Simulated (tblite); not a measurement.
## Geometry relaxation, with input and output: C₃H₁₂O₂Si₄ (part 3 of 3)

The same run, continued: C₃H₁₂O₂Si₄; GFN2-xTB geometry optimisation, gas phase (tblite 0.8.0). It belongs to a series of runs on one base structure; here: H on Si replaced by COOCH3.

Geometry of the input (Å):
```
C  3.7234  -0.5356  0.8946
O  2.7283  -0.1107  -0.0659
C  1.5015  0.0661  0.4731
O  1.1815  -0.0872  1.6325
Si 0.1287  0.6058  -0.7058
C  -0.9736  -0.7966  -1.2800
Si -1.8857  -1.3989  0.2201
Si -2.6194  0.4555  1.4296
Si -1.2606  2.0620  0.4595
H  3.8334  0.2237  1.6802
H  3.4356  -1.4998  1.3294
H  4.6635  -0.6515  0.3728
H  0.6699  1.3154  -1.8999
H  -1.6670  -0.4416  -2.0412
H  -0.3788  -1.5903  -1.7238
H  -3.0403  -2.2419  -0.1822
H  -0.9823  -2.2346  1.0572
H  -4.0583  0.7379  1.1329
H  -2.4056  0.3064  2.8962
H  -0.5454  2.9400  1.4366
H  -2.0577  2.8930  -0.4992
```

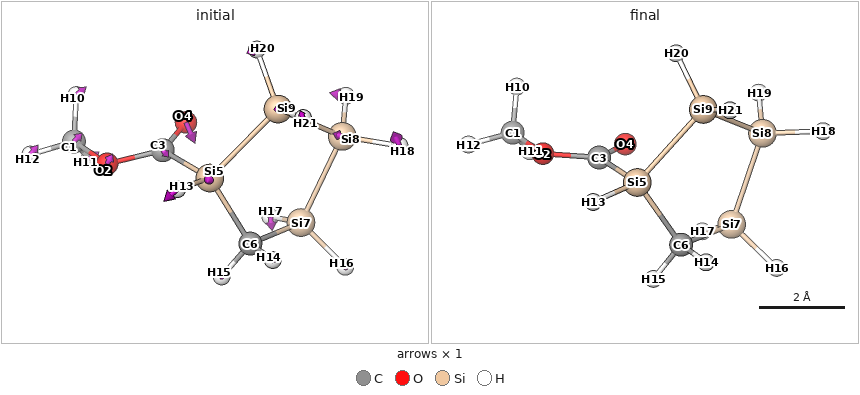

Before (left) and after (right) the relaxation, at one scale (ball-and-stick view, seen at a tilt). The pink arrows give the displacements, at true length. The energy falls by 44.2 kJ/mol in 132 geometry steps. Largest force component: 1.7 eV/Å at the start, 0.006 eV/Å at the end. The atom that moves furthest after the best rigid fit is O4 (0.56 Å). By element the largest moves are O 0.56 Å, H 0.54 Å, C 0.30 Å, Si 0.28 Å. Among the contacts that change: C6–Si7 1.856 → 1.927 Å, Si5–C6 1.874 → 1.914 Å, Si8–Si9 2.317 → 2.346 Å, Si7–H17 1.488 → 1.463 Å. Among the angles that change: Si9–Si5–H13 108.7° → 130.0°, C3–Si5–C6 113.9° → 101.7°, H18–Si8–H19 110.6° → 102.7°. (Atoms are counted from 1 in the order of the input.)

### Summary

| quantity | value |
| --- | --- |
| outcome | converged |
| total energy | −749.4086 eV |
| hardware | 1 CPU thread, shared host |
| wall time | 1.8 s |
| peak memory | 0.18 GiB |
